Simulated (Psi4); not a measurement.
# DSD-PBEP86/def2-TZVPPD (density fitting for correlation) run of As2 (SMILES [As]#[As])

Aim: the energy change on altering one bond length of As2 at DSD-PBEP86/def2-TZVPPD (density fitting for correlation), from 2 runs. 

The calculation is run with Psi4 1.11.

## Step 1: Starting point

As2: 2 atoms, total charge 0, spin state singlet. As SMILES, `[As]#[As]`. The coordinates come from a PBE0-D4/def2-TZVP relaxation.

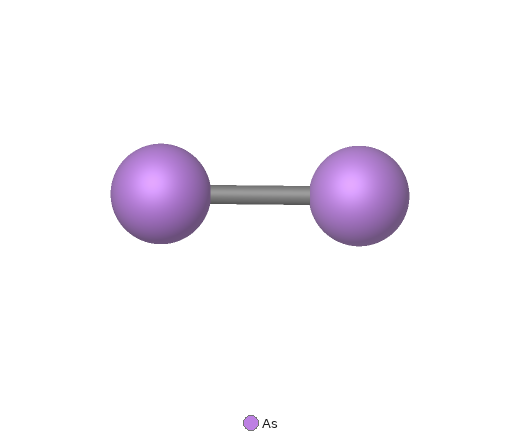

The structure, seen from a chosen angle (arsenic purple).

## Step 2: The energy at DSD-PBEP86/def2-TZVPPD (density fitting for correlation)

run.py

```python
import psi4

psi4.set_memory(2200000000)
psi4.set_num_threads(1)
psi4.set_output_file('run.log', False)

molecule = psi4.geometry("""
0 1
As     0.00000000     0.00000000     0.00468652
As     0.00000000     0.00000000     3.95234329
units au
symmetry c1
no_reorient
no_com
""")

psi4.set_options({
    'basis': 'def2-TZVPPD',
    'puream': True,
    'e_convergence': 1e-09,
    'd_convergence': 1e-08,
    'scf_type': 'pk',
    'dft_radial_points': 99,
    'dft_spherical_points': 590,
    'num_frozen_docc': 18,
})

e = psi4.energy("dsd-pbep86")
print(f'dsd-pbep86 energy: {e:.10f} Eh')
```

Run with:

```bash
$ python run.py
```

run.log:

```text
[...]
  Running in c1 symmetry.
[...]
  Nuclear repulsion =  275.859848879415097
[...]
  Multiplicity = 1
[...]
  Nalpha       = 33
  Nbeta        = 33
[...]
    Number of basis functions: 108
[...]
   @RKS iter   1: -4468.16610598703392   -5.61400e+00   3.11764e-02 DIIS/ADIIS
[...]
   @RKS iter   9: -4469.85798033621631   -2.18279e-11   5.81043e-09 DIIS
[...]
    Orbital Energies [Eh]
    ---------------------
    Doubly Occupied:
       1A   -430.248877     2A   -430.248869     3A    -55.460431
       4A    -55.460417     5A    -49.452268     6A    -49.452268
       7A    -49.452253     8A    -49.452253     9A    -49.450652
      10A    -49.450631    11A     -7.687080    12A     -7.686845
      13A     -5.609687    14A     -5.609687    15A     -5.609519
      16A     -5.609519    17A     -5.606392    18A     -5.604947
      19A     -1.967996    20A     -1.965281    21A     -1.965280
      22A     -1.964316    23A     -1.964316    24A     -1.963500
      25A     -1.963500    26A     -1.957461    27A     -1.957461
      28A     -1.952801    29A     -0.799153    30A     -0.567334
      31A     -0.348235    32A     -0.320989    33A     -0.320989
[...]
  @RKS Final Energy: -4469.85798033621631
   => Energetics <=
    Nuclear Repulsion Energy =            275.8598488794150967
    One-Electron Energy =               -6780.2062526126792363
    Two-Electron Energy =                2081.5426024120679358
    DFT Exchange-Correlation Energy =     -47.0541790150197272
    Empirical Dispersion Energy =           0.0000000000000000
    VV10 Nonlocal Energy =                  0.0000000000000000
    Total Energy =                      -4469.8579803362163148
[...]
 Multipole Moments:
 ------------------------------------------------------------------------------------
     Multipole            Electronic (a.u.)      Nuclear  (a.u.)        Total (a.u.)
 ------------------------------------------------------------------------------------
 L = 1.  Multiply by 2.5417464519 to convert [e a0] to [Debye]
 Dipole X            :          0.0000000            0.0000000            0.0000000
 Dipole Y            :         -0.0000000            0.0000000           -0.0000000
 Dipole Z            :       -130.5819837          130.5819837           -0.0000000
 Magnitude           :                                                    0.0000000
[...]
```

Standard output:

```text
dsd-pbep86 energy: -4470.1261785244 Eh
```

Run time: 14 s. Hardware: 1 thread of AMD EPYC 7R43 (Zen 3), shared host; peak memory 0.77 GiB.

## Step 3: The distorted shape at the same level

as2.json

```json
{
 "schema_name": "qcschema_input",
 "schema_version": 1,
 "molecule": {
  "schema_name": "qcschema_molecule",
  "schema_version": 2,
  "symbols": ["As", "As"],
  "geometry": [0.0, 0.0, -1.17958594, 0.0, 0.0, 3.95234329],
  "molecular_charge": 0,
  "molecular_multiplicity": 1,
  "fix_symmetry": "c1"
 },
 "driver": "energy",
 "model": {
  "method": "dsd-pbep86",
  "basis": "def2-TZVPPD"
 },
 "keywords": {
  "reference": "rks",
  "puream": true,
  "e_convergence": 1e-09,
  "d_convergence": 1e-08,
  "scf_type": "pk",
  "dft_radial_points": 99,
  "dft_spherical_points": 590,
  "num_frozen_docc": 18
 }
}
```

Run with:

```bash
$ psi4 --qcschema as2.json -n 1 --memory 2200MB
```

stdout:

```text
[...]
  Running in c1 symmetry.
[...]
  Nuclear repulsion =  212.200899738440086
[...]
  Multiplicity = 1
[...]
  Nalpha       = 33
  Nbeta        = 33
[...]
    Number of basis functions: 108
[...]
   @RKS iter   1: -4468.03432494229310   -6.14509e+00   3.10613e-02 DIIS/ADIIS
[...]
   @RKS iter   9: -4469.73663259586374   -3.91083e-11   7.45499e-09 DIIS
[...]
    Orbital Energies [Eh]
    ---------------------
    Doubly Occupied:
       1A   -430.281723     2A   -430.281722     3A    -55.490021
       4A    -55.490019     5A    -49.481709     6A    -49.481709
       7A    -49.481701     8A    -49.481701     9A    -49.481008
      10A    -49.480988    11A     -7.713722    12A     -7.713692
      13A     -5.635304    14A     -5.635304    15A     -5.635293
      16A     -5.635293    17A     -5.632250    18A     -5.632194
      19A     -1.989884    20A     -1.989884    21A     -1.989692
      22A     -1.989692    23A     -1.987292    24A     -1.987292
      25A     -1.987009    26A     -1.986601    27A     -1.986601
      28A     -1.985345    29A     -0.715322    30A     -0.620217
      31A     -0.324354    32A     -0.273181    33A     -0.273181
[...]
  @RKS Final Energy: -4469.73663259586374
   => Energetics <=
    Nuclear Repulsion Energy =            212.2008997384400857
    One-Electron Energy =               -6651.4438525573877996
    Two-Electron Energy =                2016.5051872926965189
    DFT Exchange-Correlation Energy =     -46.9988670696118689
    Empirical Dispersion Energy =           0.0000000000000000
    VV10 Nonlocal Energy =                  0.0000000000000000
    Total Energy =                      -4469.7366325958637390
[...]
 Multipole Moments:
 ------------------------------------------------------------------------------------
     Multipole            Electronic (a.u.)      Nuclear  (a.u.)        Total (a.u.)
 ------------------------------------------------------------------------------------
 L = 1.  Multiply by 2.5417464519 to convert [e a0] to [Debye]
 Dipole X            :         -0.0000000            0.0000000           -0.0000000
 Dipole Y            :          0.0000000            0.0000000            0.0000000
 Dipole Z            :          0.0000001            0.0000000            0.0000001
 Magnitude           :                                                    0.0000001
[...]
```

The result, in JSON:

```text
{
 "driver": "energy",
 "model": {
  "method": "dsd-pbep86",
  "basis": "def2-TZVPPD"
 },
 "success": true,
 "return_result": -4470.057329850047,
 "properties": {
  "calcinfo_nbasis": 108,
  "calcinfo_nmo": 108,
  "calcinfo_nalpha": 33,
  "calcinfo_nbeta": 33,
  "calcinfo_natom": 2,
  "nuclear_repulsion_energy": 212.20089973844009,
  "return_energy": -4470.057329850047,
  "scf_one_electron_energy": -6651.443852557388,
  "scf_two_electron_energy": 2016.5051872926965,
  "scf_xc_energy": -46.99886706961187,
  "scf_dipole_moment": [-3.012996633004011e-14, 2.678880949438417e-14, 1.295961347125285e-07],
  "scf_total_energy": -4469.736632595864,
  "scf_iterations": 9
 }
}
```

Run time: 12 s. Hardware: 1 thread of AMD EPYC 7R43 (Zen 3), shared host; peak memory 0.76 GiB.

## Step 4: What came out

Level: DSD-PBEP86/def2-TZVPPD (density fitting for correlation), 18 core orbitals frozen.

| quantity | value |
| --- | --- |
| first shape: total energy | -4470.12618 Eh |
| first shape: HOMO energy (SCF part's orbitals) | -8.73 eV |
| first shape: LUMO energy (SCF part's orbitals) | -0.97 eV |
| first shape: HOMO–LUMO gap (SCF part's orbitals) | 7.77 eV |
| distorted shape: total energy | -4470.05733 Eh |
| distorted shape: HOMO energy (SCF part's orbitals) | -7.43 eV |
| distorted shape: LUMO energy (SCF part's orbitals) | -2.37 eV |
| distorted shape: HOMO–LUMO gap (SCF part's orbitals) | 5.07 eV |
| energy change with the As1–As2 bond stretched from 2.089 to 2.716 Å | 1.873 eV |

**Reading.** With the As1–As2 bond stretched from 2.089 to 2.716 Å the energy rises by 1.87 eV (43 kcal/mol). The first shape isn't relaxed at this level, so the change isn't measured from a minimum.
